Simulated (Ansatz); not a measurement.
Geometry relaxation of As5O6 (charge +1) (part 1 of 2)

System: As5O6, charge +1.
Method: RKS PBE-D4/def2-SVP (Ansatz 0.2.0).

The geometry: GFN1-xTB start. Figures and captions count atoms from 1; the log counts them from 0 in places.

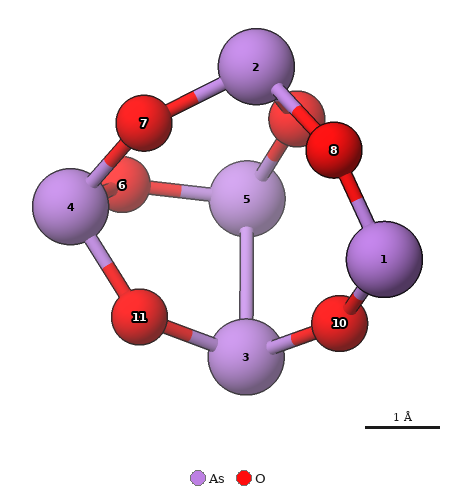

Fig. 1: The structure as given in the input (ball-and-stick view, seen at a tilt; atoms are numbered from 1 in the order of the input).

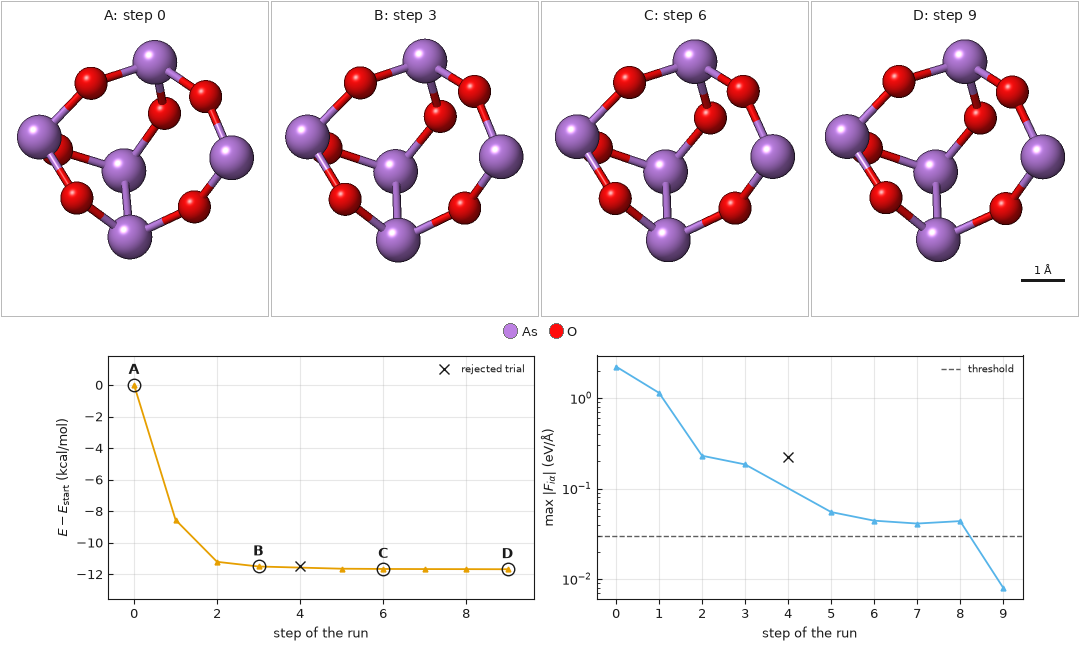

Fig. 2: Frames of the relaxation (ball-and-stick view, seen at a tilt) above the curves, on which the letters mark them (the first geometry is step 0 here and step 1 in the log).

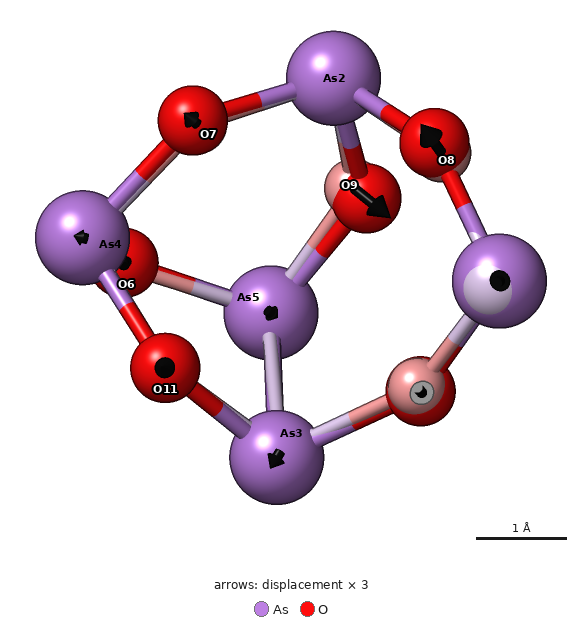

Fig. 3: Start (faint) and end (solid) with the displacements as black arrows, magnified 3 times (ball-and-stick view, seen at a tilt). The two geometries are laid on each other by the best rigid fit. The largest move after the best rigid fit is that of O9, 0.19 Å. Largest moves by element: O 0.19 Å, As 0.10 Å. Distances before and after: As1–O8 1.648 → 1.725 Å, As2–O9 1.728 → 1.803 Å, As1–O10 1.657 → 1.724 Å, As3–As5 2.585 → 2.648 Å. Among the angles that change: As1–O8–As2 142.5° → 134.8°, As5–As3–O10 100.4° → 94.6°, As2–O9–As5 136.7° → 132.3°. After 9 geometry steps the energy has fallen by 11.7 kcal/mol. The largest force component goes from 2.2 to 0.008 eV/Å. The line search rejected the trial step at point 4 (counted from 0) and went back. (Atoms are counted from 1 in the order of the input.)

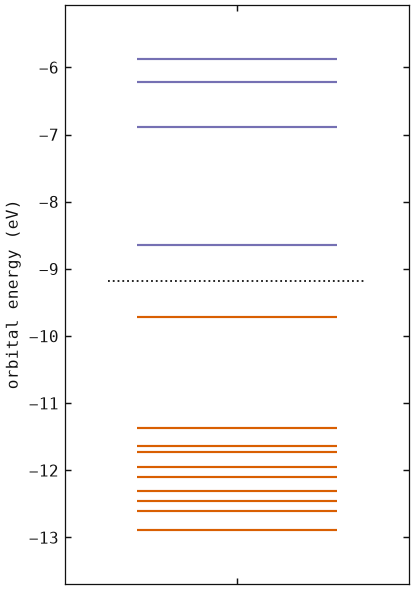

Fig. 4: Orbital energies near the frontier; the dotted line parts filled from empty levels, and levels within 0.02 eV of each other stand side by side. Highest filled −9.72 eV, lowest empty −8.64 eV, 1.08 eV apart.

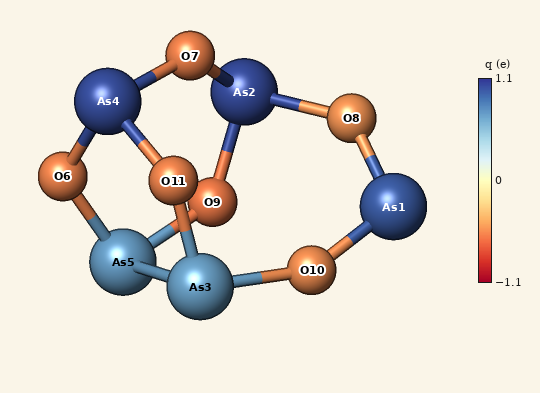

Fig. 5: Mulliken charges, as the colour of each atom (ball-and-stick view, seen at a tilt; atoms are numbered from 1 in the order of the input; Mulliken charges depend strongly on the basis). By element: As +0.69 to +1.01 and O −0.60 to −0.51 e.

The input and output of the run follow.

Input file
```yaml
crystal:
  periodic: [false, false, false]
  atoms:
    - {symbol: As, position_ang: [-2.004700, -1.298140, 1.572790]}
    - {symbol: As, position_ang: [-1.087620, 1.729000, 0.299060]}
    - {symbol: As, position_ang: [1.130220, -1.812360, 0.164850]}
    - {symbol: As, position_ang: [0.580720, 0.330780, -2.147200]}
    - {symbol: As, position_ang: [1.976030, 0.589990, 0.608890]}
    - {symbol: O, position_ang: [1.892180, 0.890480, -1.117710]}
    - {symbol: O, position_ang: [-0.798310, 1.112720, -1.288620]}
    - {symbol: O, position_ang: [-2.135110, 0.248930, 1.020750]}
    - {symbol: O, position_ang: [0.386450, 1.296480, 1.089430]}
    - {symbol: O, position_ang: [-0.477440, -1.801190, 1.174530]}
    - {symbol: O, position_ang: [0.537590, -1.286690, -1.376790]}
basis:
  gaussian: {orbitals: def2-SVP}
total_charge: 1
hamiltonian: {xc: pbe, dispersion: d4}
scf: {lower_state_search: "off"}
output: {orbitals: {seedname: orbitals}}
relax: {f_tol: 0.03, max_steps: 70}
```

Launch command:
```bash
ansatz run in.yaml --threads 4 --pin off --events-out ev --progress --plain --max-ram 6963MiB
```

What the program printed
```
Functional definition: PBE
  name "PBE"
  cite "Perdew, Burke & Ernzerhof, Phys. Rev. Lett. 77, 3865 (1996) doi:10.1103/PhysRevLett.77.3865"
  parent pbe
  parameter kappa = 0.804
  parameter beta = 0.06672455060314922
  exchange = pbe_x(kappa = kappa, mu = beta*pi^2/3)
  correlation = pbe_c(beta = beta)
these checks for a lower state are left out or cut short: stability, starts, cluster_reference, orbital_swaps, neighbouring_geometries, increment
2673 factors; their error is unknown
mean field evaluation 1: about -316337.5571 eV, gradient 1.6e2 eV
mean field evaluation 2: about -315961.7732 eV, gradient 4.0e2 eV
mean field evaluation 4: about -316371.5070 eV, gradient 7.0e1 eV
mean field evaluation 8: about -316381.6613 eV, gradient 1.5e0 eV
mean field evaluation 16: about -316381.4654 eV, gradient 9.9e-3 eV
mean field -316381.46538261 eV, -11626.8044017515 hartree, gradient 6.6e-6 eV, S^2 0.000000; 0 other end points of the search recorded, 0 dependent functions left out
the calculation of the forces begins
reference -316381.46542594 eV, -11626.8044033439 hartree; 106, 106 occupied and 138, 138 virtual orbitals, 2673 factors
relax step   1: F+E_penalty+E_count = -316382.31117497 eV  Δ(F+E_penalty+E_count) = +0.000e0 eV  max|allowed force component| = 2.228e0 eV/Å  Δτ_max = 0.0000 Å  (22 SCF iters, accepted)
these checks for a lower state are left out or cut short: stability, starts, cluster_reference, orbital_swaps, neighbouring_geometries, increment
2673 factors; their error is unknown
mean field evaluation 32: about -316381.8502 eV, gradient 1.6e-6 eV
mean field -316381.85016043 eV, -11626.8185420756 hartree, gradient 1.6e-6 eV, S^2 0.000000; 0 other end points of the search recorded, 0 dependent functions left out
the calculation of the forces begins
reference -316381.85020425 eV, -11626.8185436859 hartree; 106, 106 occupied and 138, 138 virtual orbitals, 2673 factors
relax step   2: F+E_penalty+E_count = -316382.68200650 eV  Δ(F+E_penalty+E_count) = -3.708e-1 eV  max|allowed force component| = 1.141e0 eV/Å  Δτ_max = 0.0859 Å  (23 SCF iters, accepted)
these checks for a lower state are left out or cut short: stability, starts, cluster_reference, orbital_swaps, neighbouring_geometries, increment
2673 factors; their error is unknown
mean field -316381.97280069 eV, -11626.8230490219 hartree, gradient 1.5e-6 eV, S^2 0.000000; 0 other end points of the search recorded, 0 dependent functions left out
the calculation of the forces begins
reference -316381.97284435 eV, -11626.8230506262 hartree; 106, 106 occupied and 138, 138 virtual orbitals, 2673 factors
relax step   3: F+E_penalty+E_count = -316382.79726636 eV  Δ(F+E_penalty+E_count) = -1.153e-1 eV  max|allowed force component| = 2.303e-1 eV/Å  Δτ_max = 0.0991 Å  (24 SCF iters, accepted)
these checks for a lower state are left out or cut short: stability, starts, cluster_reference, orbital_swaps, neighbouring_geometries, increment
2673 factors; their error is unknown
mean field -316381.98160908 eV, -11626.8233727243 hartree, gradient 2.6e-6 eV, S^2 0.000000; 0 other end points of the search recorded, 0 dependent functions left out
the calculation of the forces begins
reference -316381.98165265 eV, -11626.8233743253 hartree; 106, 106 occupied and 138, 138 virtual orbitals, 2673 factors
relax step   4: F+E_penalty+E_count = -316382.81007876 eV  Δ(F+E_penalty+E_count) = -1.281e-2 eV  max|allowed force component| = 1.847e-1 eV/Å  Δτ_max = 0.0606 Å  (22 SCF iters, accepted)
these checks for a lower state are left out or cut short: stability, starts, cluster_reference, orbital_swaps, neighbouring_geometries, increment
2673 factors; their error is unknown
mean field -316381.97651948 eV, -11626.8231856848 hartree, gradient 1.9e-6 eV, S^2 0.000000; 0 other end points of the search recorded, 0 dependent functions left out
the calculation of the forces begins
reference -316381.97656312 eV, -11626.8231872888 hartree; 106, 106 occupied and 138, 138 virtual orbitals, 2673 factors
relax step   5: F+E_penalty+E_count = -316382.80887438 eV  Δ(F+E_penalty+E_count) = +1.204e-3 eV  max|allowed force component| = 2.253e-1 eV/Å  Δτ_max = 0.1107 Å  (25 SCF iters, rejected (line search))
these checks for a lower state are left out or cut short: stability, starts, cluster_reference, orbital_swaps, neighbouring_geometries, increment
2673 factors; their error is unknown
mean field -316381.98548137 eV, -11626.8235150284 hartree, gradient 2.3e-6 eV, S^2 0.000000; 0 other end points of the search recorded, 0 dependent functions left out
the calculation of the forces begins
reference -316381.98552495 eV, -11626.8235166300 hartree; 106, 106 occupied and 138, 138 virtual orbitals, 2673 factors
relax step   6: F+E_penalty+E_count = -316382.81617978 eV  Δ(F+E_penalty+E_count) = -6.101e-3 eV  max|allowed force component| = 5.494e-2 eV/Å  Δτ_max = 0.0544 Å  (23 SCF iters, accepted)
these checks for a lower state are left out or cut short: stability, starts, cluster_reference, orbital_swaps, neighbouring_geometries, increment
2673 factors; their error is unknown
mean field evaluation 64: about -316381.9854 eV, gradient 1.8e-5 eV
mean field -316381.98541480 eV, -11626.8235125820 hartree, gradient 1.7e-6 eV, S^2 0.000000; 0 other end points of the search recorded, 0 dependent functions left out
the calculation of the forces begins
reference -316381.98545841 eV, -11626.8235141843 hartree; 106, 106 occupied and 138, 138 virtual orbitals, 2673 factors
relax step   7: F+E_penalty+E_count = -316382.81685557 eV  Δ(F+E_penalty+E_count) = -6.758e-4 eV  max|allowed force component| = 4.412e-2 eV/Å  Δτ_max = 0.0154 Å  (24 SCF iters, accepted)
these checks for a lower state are left out or cut short: stability, starts, cluster_reference, orbital_swaps, neighbouring_geometries, increment
2673 factors; their error is unknown
mean field -316381.98589453 eV, -11626.8235302116 hartree, gradient 1.5e-6 eV, S^2 0.000000; 0 other end points of the search recorded, 0 dependent functions left out
the calculation of the forces begins
reference -316381.98593813 eV, -11626.8235318138 hartree; 106, 106 occupied and 138, 138 virtual orbitals, 2673 factors
relax step   8: F+E_penalty+E_count = -316382.81716316 eV  Δ(F+E_penalty+E_count) = -3.076e-4 eV  max|allowed force component| = 4.100e-2 eV/Å  Δτ_max = 0.0160 Å  (24 SCF iters, accepted)
these checks for a lower state are left out or cut short: stability, starts, cluster_reference, orbital_swaps, neighbouring_geometries, increment
2673 factors; their error is unknown
mean field -316381.98567960 eV, -11626.8235223130 hartree, gradient 1.5e-6 eV, S^2 0.000000; 0 other end points of the search recorded, 0 dependent functions left out
the calculation of the forces begins
reference -316381.98572319 eV, -11626.8235239151 hartree; 106, 106 occupied and 138, 138 virtual orbitals, 2673 factors
```
